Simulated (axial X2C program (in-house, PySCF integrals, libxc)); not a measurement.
# All-electron X2C curves of CsCr

Aim: find the lowest determinant of CsCr, scan the bond at several levels and fit the constants, once spin-free and once with spin–orbit coupling.

Computed with an in-house X2C program for linear molecules on PySCF integrals. Level: all-electron X2C, Cs dyall-cv3z, Cr dyall-cv3z.

All values are calculated.

## Step 1: Set-up

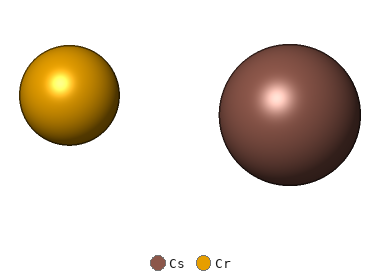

The two atoms at 3.540 Å (caesium brown, chromium amber).

Contents of task.json:

```json
{"zs": [55, 24], "q": 0, "bas": ["dyall-cv3z", "dyall-cv3z"], "levels": ["PBE0", "HF", "PBEsol"], "cc": true, "r0": 3.54, "thr": -2.0, "nmax": 90, "npts": 10, "nst": 2, "ntry": 6}
```

Keys: zs atomic numbers; q charge; bas basis sets; levels methods (HF also brings MP2); cc coupled cluster on or off; r0 starting distance in Å; thr threshold in hartree for freezing inner shells (an s shell follows its p shell); nmax most natural virtual spinors; npts points asked for on the curve; nst determinants followed; ntry starts of the search.

Run with:

```console
$ python so2c.py task.json out
```

Spin-free means the one-electron spin-free X2C Hamiltonian; two-component (2c) means X2C with spin–orbit coupling and atomic mean-field two-electron Coulomb and Gaunt terms. Basis: Cs dyall-cv3z contracted to [15s15p9d4f1g], Cr dyall-cv3z contracted to [9s10p6d3f2g]; Gaussian nuclei, density fitting. Masses: Cs 132.905 u, Cr 51.941 u.

Notation: σ, π±, δ± give the projection m of an orbital's angular momentum (0, ±1, ±2), α and β its spin, Λ and M_S the sums; ω is the projection of a spinor's total angular momentum and Ω the sum. Logs are in hartree.

The results follow Hamiltonian by Hamiltonian and level by level.

## Step 2: Search for the lowest determinant

Determinants are compared with PBE0 at 3.540 Å.

Spin-free determinants:

```tsv
ΔE (eV)	state	open shells
0.00	M_S = 5/2, Λ = 0	beyond closed shells: σα, π+α, π-α, δ+α, δ-α
0.66	M_S = 7/2, Λ = 0	beyond closed shells: 3 × σα, π+α, π-α, δ+α, δ-α
1.15	M_S = 7/2, Λ = 1	beyond closed shells: 2 × σα, 2 × π+α, π-α, δ+α, δ-α
1.66	M_S = 5/2, Λ = 1	beyond closed shells: 2 × σα, π+α, π+β, π-α, δ+α, δ-α
1.89	M_S = 3/2, Λ = 0	beyond closed shells: σβ, π+α, π-α, δ+α, δ-α
2.32	M_S = 5/2, Λ = 2	beyond closed shells: 2 × σα, π+α, π-α, δ+α
2.42	M_S = 5/2, Λ = 2	beyond closed shells: 2 × σα, π+α, π-α, δ+α, δ+β, δ-α
```

Two-component determinants:

```tsv
ΔE (eV)	state	open shells
0.00	Ω = 5/2	excess of +ω over −ω: ω = 5/2
0.66	Ω = 7/2	excess of +ω over −ω: 2 × ω = 1/2, ω = 5/2
1.16	Ω = 9/2	excess of +ω over −ω: ω = 1/2, ω = 3/2, ω = 5/2
1.68	Ω = 3/2	excess of +ω over −ω: ω = 1/2, ω = -3/2, ω = 5/2
1.89	Ω = 3/2	excess of +ω over −ω: 2 × ω = -1/2, ω = 5/2
2.18	Ω = 3/2	excess of +ω over −ω: ω = 1/2, ω = -3/2, ω = 5/2
2.29	Ω = 1/2	excess of +ω over −ω: ω = 1/2
```

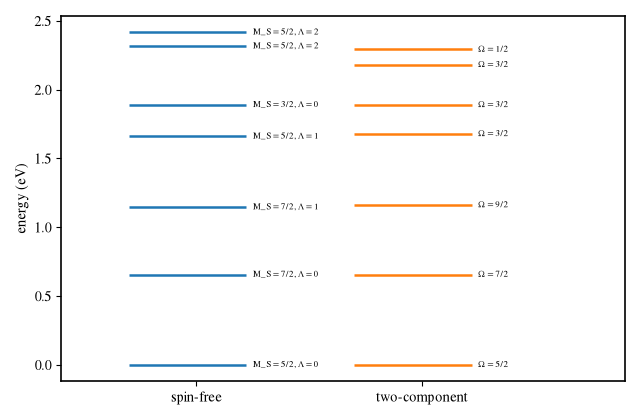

The determinants found, each set from its own lowest.

## Step 3: PBE0, spin-free

State followed: M_S = 5/2, Λ = 0 (beyond closed shells: σα, π+α, π-α, δ+α, δ-α). The scan is laid around 3.574 Å, a first estimate of the minimum, and this SCF restarts from the orbitals of the search.

The SCF at the reference distance of 3.574 Å:

```text
spin-free X2C-1e  PBE0
basis functions 250  fitting functions 1322  grid points 5808
iter        total energy     max residual
   1      -8836.410605817     3.40e-01
   2      -8836.443475987     1.09e-03
   3      -8836.443497083     5.83e-04
   4      -8836.443504661     2.72e-04
   5      -8836.443506352     1.34e-04
   6      -8836.443506919     6.76e-05
   7      -8836.443507067     4.18e-05
   8      -8836.443507139     1.84e-05
   9      -8836.443507154     5.66e-06
  10      -8836.443507155     2.90e-06
converged
one-electron -12483.10392494  Coulomb 3694.36094553  exact exchange -59.86614080  xc functional -183.27756501  nuclear repulsion 195.44317807
```

Along the bond, energies from the lowest point:

```csv
R (Å),E (eV),μ (D),HOMO (eV),LUMO (eV),iterations
3.360,0.0220,-5.99,-3.01,-1.11,12
3.467,0.0049,-6.07,-3.00,-1.13,13
3.574,0.0000,-6.14,-2.99,-1.15,10
3.699,0.0063,-6.22,-2.98,-1.17,12
3.824,0.0231,-6.28,-2.97,-1.19,12
3.985,0.0551,-6.32,-2.95,-1.22,12
```

Dipoles are positive if Cr is the positive end.

Outer orbitals at the reference distance:

```csv
symmetry,occupied,ε (eV),atomic character
σβ,yes,-29.14,99% Cs s
σα,yes,-29.13,99% Cs s
π+β,yes,-15.02,100% Cs p
π-β,yes,-15.02,100% Cs p
π+α,yes,-15.00,100% Cs p
π-α,yes,-15.00,100% Cs p
σβ,yes,-14.94,98% Cs p
σα,yes,-14.92,98% Cs p
σα,yes,-4.29,"80% Cr d, 10% Cr s, 4% Cs s"
π-α,yes,-4.22,98% Cr d
π+α,yes,-4.22,98% Cr d
δ-α,yes,-4.20,100% Cr d
δ+α,yes,-4.20,100% Cr d
σα,yes,-4.08,"57% Cr s, 18% Cr d, 11% Cs s"
σβ,yes,-2.99,"50% Cs s, 39% Cr s, 4% Cs d"
σα,no,-1.15,"59% Cs s, 20% Cr p, 17% Cs p"
σβ,no,-1.15,"49% Cs p, 27% Cs s, 15% Cr s"
π-β,no,-0.45,"86% Cs p, 13% Cr p"
π+β,no,-0.45,"86% Cs p, 13% Cr p"
```

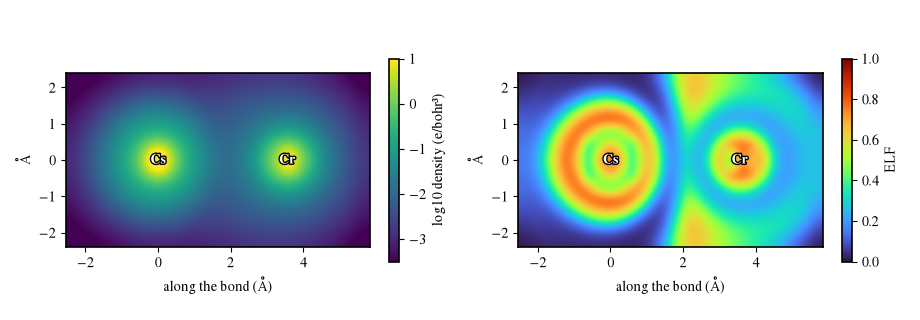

PBE0 fields in a plane through the axis, from a grid of 0.3 Å; Cs lies at z = 0 and Cr at z = 3.574 Å; the ELF is damped to zero where the density is low.

Re = 3.571 Å, ωe = 79.0 cm⁻¹, Be = 0.0354 cm⁻¹, De = 0.580 eV, μ = -6.14 D.

## Step 4: HF, spin-free

The SCF at the reference distance of 3.574 Å:

```text
spin-free X2C-1e  HF
basis functions 250  fitting functions 1322  grid points 5808
iter        total energy     max residual
   1      -8832.764364541     4.09e-01
   2      -8832.797824765     8.83e-03
   3      -8832.801205120     3.41e-02
   4      -8832.802570912     1.57e-02
   5      -8832.803288074     4.01e-03
   6      -8832.803791220     1.17e-02
   7      -8832.803896822     4.82e-03
   8      -8832.803925394     5.52e-04
   9      -8832.803930743     1.11e-03
  10      -8832.803933080     4.22e-04
  11      -8832.803933419     5.82e-05
  12      -8832.803933483     7.85e-05
  13      -8832.803933493     2.08e-05
  14      -8832.803933497     1.13e-05
  15      -8832.803933498     1.31e-05
  16      -8832.803933499     4.06e-06
  17      -8832.803933499     6.31e-07
converged
one-electron -12481.25432295  Coulomb 3692.62542475  exact exchange -239.61821337  xc functional 0.00000000  nuclear repulsion 195.44317807
```

No constants are quoted: the lowest point is the long end of the scan.

## Step 5: PBEsol, spin-free

Output at 3.574 Å:

```text
spin-free X2C-1e  PBEsol
basis functions 250  fitting functions 1322  grid points 5808
iter        total energy     max residual
   1      -8832.013800283     6.11e-01
   2      -8832.015125797     2.65e-02
   3      -8832.018639895     2.89e-01
   4      -8832.021564883     6.94e-02
   5      -8832.021746716     1.06e-03
   6      -8832.021764339     1.07e-02
   7      -8832.021775168     9.62e-04
   8      -8832.021777912     2.75e-03
   9      -8832.021779223     6.31e-04
  10      -8832.021779494     7.52e-04
  11      -8832.021779555     3.96e-05
  12      -8832.021779565     1.44e-04
  13      -8832.021779568     1.62e-05
converged
one-electron -12482.18200774  Coulomb 3693.32628993  exact exchange 0.00000000  xc functional -238.60923983  nuclear repulsion 195.44317807
```

No constants are quoted: the lowest point is the short end of the scan.

## Step 6: MP2, spin-free

Correlated methods: 15 electrons correlated (frozen shells, counted by type: Cs 4 s, 3 p, 2 d; Cr 3 s, 2 p), 361 virtual spinors in MP2.

Output of the correlated part at 3.574 Å:

```text
correlated 15  virtual 361  natural virtual 90  E(MP2) -0.278980218  MP2 remainder -0.018037373
iter   CCSD correlation   residual
   1     -0.277904967   1.27e-01
   2     -0.285997602   7.21e-02
   3     -0.288005926   4.46e-02
   4     -0.288722485   2.62e-02
   5     -0.289125041   9.79e-03
   6     -0.289252564   3.38e-03
   7     -0.289269648   1.17e-03
   8     -0.289271462   5.32e-04
   9     -0.289265964   2.29e-04
  10     -0.289266446   9.63e-05
  11     -0.289266271   3.96e-05
  12     -0.289266516   2.04e-05
  13     -0.289266479   1.11e-05
  14     -0.289266403   6.93e-06
  15     -0.289266291   4.13e-06
  16     -0.289266252   1.75e-06
  17     -0.289266244   6.36e-07
(T) -0.010134824  T1 0.0728  D1 0.2702  max T2 0.112
```

T1 in the output is the amplitude norm over the root of the electron number; divide by √2 for the Lee–Taylor value.

Coupled cluster ran at too few distances for a curve.

MP2: No constants are quoted: the reference is strongly spin-contaminated.

## Step 7: A higher determinant, spin-free

State: M_S = 7/2, Λ = 0 (beyond closed shells: 3 × σα, π+α, π-α, δ+α, δ-α).

Output at the reference distance:

```text
spin-free X2C-1e  PBE0
basis functions 250  fitting functions 1322  grid points 5808
iter        total energy     max residual
   1      -8836.385151228     3.33e-01
   2      -8836.419775448     1.14e-03
   3      -8836.419789100     1.58e-03
   4      -8836.419814971     4.30e-04
   5      -8836.419817080     2.61e-04
   6      -8836.419818377     1.02e-04
   7      -8836.419818435     4.86e-05
   8      -8836.419818463     1.35e-05
   9      -8836.419818464     5.31e-06
converged
one-electron -12481.88067267  Coulomb 3693.17076896  exact exchange -59.87444035  xc functional -183.27865248  nuclear repulsion 195.44317807
```

```csv
R (Å),E above the lowest PBE0 point (eV)
3.360,0.736
3.467,0.685
3.574,0.645
3.699,0.608
3.824,0.582
3.985,0.558
```

No constants are quoted: the lowest point is the long end of the scan.

## Step 8: The spin-free curves together

Energy (eV) of the followed determinant, spin-free, from each level's lowest point:

```csv
R (Å),PBE0,HF,MP2 (spin-contaminated),PBEsol
3.360,0.022,0.230,0.052,0.000
3.467,0.005,0.163,0.023,0.002
3.574,0.000,0.110,0.006,0.015
3.699,0.006,0.064,0.000,0.040
3.824,0.023,0.030,0.004,0.073
3.985,0.055,0.000,0.020,0.123
```

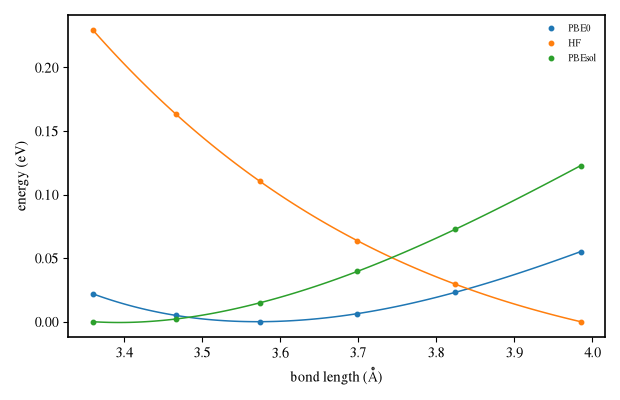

Curves of the followed state, spin-free, each from its own lowest point. Left out: MP2.

## Step 9: PBE0, 2c

State followed: Ω = 5/2 (excess of +ω over −ω: ω = 5/2). The scan is laid around 3.574 Å, a first estimate of the minimum, and this SCF restarts from the orbitals of the search.

The SCF at the reference distance of 3.574 Å:

```text
two-component X2C + atomic mean field  PBE0
basis functions 250  fitting functions 1322  grid points 5808
iter        total energy     max residual
   1      -8832.948350947     3.00e-01
   2      -8832.981275186     1.05e-03
   3      -8832.981295291     5.81e-04
   4      -8832.981302364     3.36e-04
   5      -8832.981304299     1.31e-04
   6      -8832.981304974     6.75e-05
   7      -8832.981305127     4.42e-05
   8      -8832.981305196     1.95e-05
   9      -8832.981305218     5.01e-06
  10      -8832.981305219     3.44e-06
converged
one-electron -12472.61698204  Coulomb 3692.40681646  exact exchange -59.83321812  xc functional -183.18411641  nuclear repulsion 195.44317807  atomic mean-field constant -5.19698317
```

Along the bond, energies from the lowest point:

```csv
R (Å),E (eV),μ (D),HOMO (eV),LUMO (eV),iterations
3.360,0.0218,-5.97,-3.01,-1.12,12
3.467,0.0048,-6.05,-3.00,-1.13,13
3.574,0.0000,-6.12,-2.99,-1.15,10
3.699,0.0065,-6.20,-2.98,-1.17,12
3.824,0.0233,-6.26,-2.97,-1.19,12
3.985,0.0555,-6.30,-2.95,-1.22,12
```

Dipoles are positive if Cr is the positive end.

Outer spinors at the reference distance:

```
   ω  occupied  ε (eV)              atomic character     λ mixture
-1/2       yes  -29.15                      99% Cs s        100% σ
 1/2       yes  -29.13                      99% Cs s        100% σ
 1/2       yes  -16.10                      99% Cs p  69% π, 31% σ
-1/2       yes  -16.09                      99% Cs p  68% π, 32% σ
-3/2       yes  -14.48                     100% Cs p        100% π
 3/2       yes  -14.46                     100% Cs p        100% π
-1/2       yes  -14.42                      99% Cs p  68% σ, 32% π
 1/2       yes  -14.42                      98% Cs p  69% σ, 31% π
 1/2       yes   -4.29   81% Cr d, 10% Cr s, 4% Cs s        100% σ
-1/2       yes   -4.24                      98% Cr d        100% π
-3/2       yes   -4.24                     100% Cr d        100% δ
 3/2       yes   -4.21                      98% Cr d        100% π
 5/2       yes   -4.18                     100% Cr d        100% δ
 1/2       yes   -4.09  57% Cr s, 17% Cr d, 12% Cs s        100% σ
-1/2       yes   -2.99   50% Cs s, 39% Cr s, 4% Cs d        100% σ
 1/2        no   -1.15  59% Cs s, 20% Cr p, 17% Cs p        100% σ
-1/2        no   -1.15  49% Cs p, 27% Cs s, 15% Cr s        100% σ
 1/2        no   -0.47            86% Cs p, 13% Cr p        100% π
-1/2        no   -0.45  54% Cr p, 36% Cs p, 10% Cs d        100% π
```

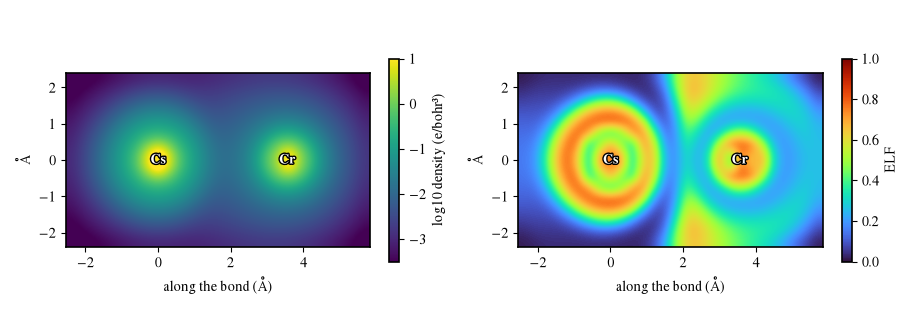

PBE0 fields in a plane through the axis, from a grid of 0.3 Å; Cs lies at z = 0 and Cr at z = 3.574 Å; the ELF is damped to zero where the density is low.

Re = 3.570 Å, ωe = 79.1 cm⁻¹, Be = 0.03542 cm⁻¹, De = 0.580 eV, μ = -6.12 D.

## Step 10: HF, 2c

Output at 3.574 Å:

```text
two-component X2C + atomic mean field  HF
basis functions 250  fitting functions 1322  grid points 5808
iter        total energy     max residual
   1      -8829.296843153     4.51e-01
   2      -8829.330312832     8.71e-03
   3      -8829.333692043     3.76e-02
   4      -8829.335055568     1.74e-02
   5      -8829.335772413     4.30e-03
   6      -8829.336275711     1.29e-02
   7      -8829.336381777     5.34e-03
   8      -8829.336410664     5.81e-04
   9      -8829.336416167     1.24e-03
  10      -8829.336418662     4.85e-04
  11      -8829.336419076     5.38e-05
  12      -8829.336419191     1.26e-04
  13      -8829.336419247     5.89e-05
  14      -8829.336419310     4.38e-05
  15      -8829.336419347     6.84e-05
  16      -8829.336419366     3.46e-05
  17      -8829.336419371     5.89e-06
  18      -8829.336419373     9.95e-06
  19      -8829.336419374     7.99e-06
  20      -8829.336419374     2.03e-06
converged
one-electron -12470.77080832  Coulomb 3690.67474545  exact exchange -239.48655140  xc functional 0.00000000  nuclear repulsion 195.44317807  atomic mean-field constant -5.19698317
```

No constants are quoted: the lowest point is the long end of the scan.

## Step 11: PBEsol, 2c

The SCF at the reference distance of 3.574 Å:

```text
two-component X2C + atomic mean field  PBEsol
basis functions 250  fitting functions 1322  grid points 5808
iter        total energy     max residual
   1      -8828.556126433     6.12e-01
   2      -8828.557462629     2.65e-02
   3      -8828.560967329     2.89e-01
   4      -8828.563895201     6.93e-02
   5      -8828.564076568     1.06e-03
   6      -8828.564094219     1.06e-02
   7      -8828.564104964     9.44e-04
   8      -8828.564107684     2.75e-03
   9      -8828.564108989     6.27e-04
  10      -8828.564109259     7.52e-04
  11      -8828.564109320     4.01e-05
  12      -8828.564109330     1.44e-04
  13      -8828.564109333     1.65e-05
converged
one-electron -12471.69394630  Coulomb 3691.37102035  exact exchange 0.00000000  xc functional -238.48737829  nuclear repulsion 195.44317807  atomic mean-field constant -5.19698317
```

No constants are quoted: the lowest point is the short end of the scan.

## Step 12: MP2, 2c

Correlated methods: 15 electrons correlated (frozen shells, counted by type: Cs 4 s, 3 p, 2 d; Cr 3 s, 2 p), 361 virtual spinors in MP2.

MP2: No constants are quoted: the reference is strongly spin-contaminated.

## Step 13: A higher determinant, 2c

State: Ω = 7/2 (excess of +ω over −ω: 2 × ω = 1/2, ω = 5/2).

Output at the reference distance:

```text
two-component X2C + atomic mean field  PBE0
basis functions 250  fitting functions 1322  grid points 5808
iter        total energy     max residual
   1      -8832.922878200     2.94e-01
   2      -8832.957572742     1.13e-03
   3      -8832.957587937     1.48e-03
   4      -8832.957611291     4.51e-04
   5      -8832.957613553     2.40e-04
   6      -8832.957614818     9.87e-05
   7      -8832.957614888     4.29e-05
   8      -8832.957614917     1.46e-05
   9      -8832.957614918     5.53e-06
converged
one-electron -12471.39368507  Coulomb 3691.21656619  exact exchange -59.84150255  xc functional -183.18518839  nuclear repulsion 195.44317807  atomic mean-field constant -5.19698317
```

```csv
R (Å),E above the lowest PBE0 point (eV)
3.360,0.736
3.467,0.685
3.574,0.645
3.699,0.608
3.824,0.582
3.985,0.558
```

No constants are quoted: the lowest point is the long end of the scan.

## Step 14: The 2c curves together

Energy (eV) of the followed determinant, 2c, from each level's lowest point:

```csv
R (Å),PBE0,HF,MP2 (spin-contaminated),PBEsol
3.360,0.022,0.229,0.052,0.000
3.467,0.005,0.163,0.023,0.002
3.574,0.000,0.110,0.006,0.015
3.699,0.006,0.064,0.000,0.040
3.824,0.023,0.030,0.004,0.073
3.985,0.055,0.000,0.020,0.124
```

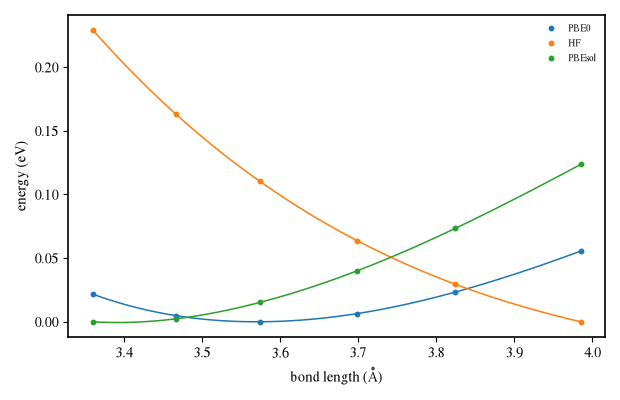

Curves of the followed state, 2c, each from its own lowest point. Left out: MP2.

The whole job took 3.5 min on 1 thread of Intel Xeon at 2.60GHz (Ice Lake), shared host; peak memory 0.98 GiB.

## Step 15: Constants

Lowest determinant that the search found at its distance, spin-free: M_S = 5/2, Λ = 0 (beyond closed shells: σα, π+α, π-α, δ+α, δ-α).

Lowest determinant that the search found at its distance, 2c: Ω = 5/2 (excess of +ω over −ω: ω = 5/2).

```tsv
Hamiltonian	level	Re (Å)	ωe (cm⁻¹)	De (eV)	μ (D)
spin-free	PBE0	3.571	79.0	0.580	-6.14
2c	PBE0	3.570	79.1	0.580	-6.12
```

Dipoles are positive if Cr is the positive end. No constants: spin-free HF (the lowest point is the long end of the scan); spin-free MP2 (the reference is strongly spin-contaminated); spin-free PBEsol (the lowest point is the short end of the scan); 2c HF (the lowest point is the long end of the scan); 2c MP2 (the reference is strongly spin-contaminated); 2c PBEsol (the lowest point is the short end of the scan).

Time per point (s) on 1 thread of Intel Xeon at 2.60GHz (Ice Lake), shared host (2c runs); the times are rough: PBE0 2.3.

At PBE0, going from spin-free to two-component changes Re by -1 mÅ, ωe by +0.1 %; the spin-free picture holds up (part of it comes from the scalar share of the two-electron terms). De moves by 0.00 eV; both De rest on single-determinant atoms, which can miss part of an open shell's spin–orbit lowering.

De refers to Cs + Cr, each in the lowest determinant found, which need not be this curve's own limit. Each curve is one determinant whose occupation by symmetry is held fixed; it was picked as the lowest of a PBE0 search that is not exhaustive. De is counted from the lowest determinant-based energies of the atoms at the same level, without counterpoise correction. Density functionals use the spin component along the axis (collinear). With several unpaired electrons one determinant need not be a pure state. The spin-free determinant is spin-contaminated at some levels.
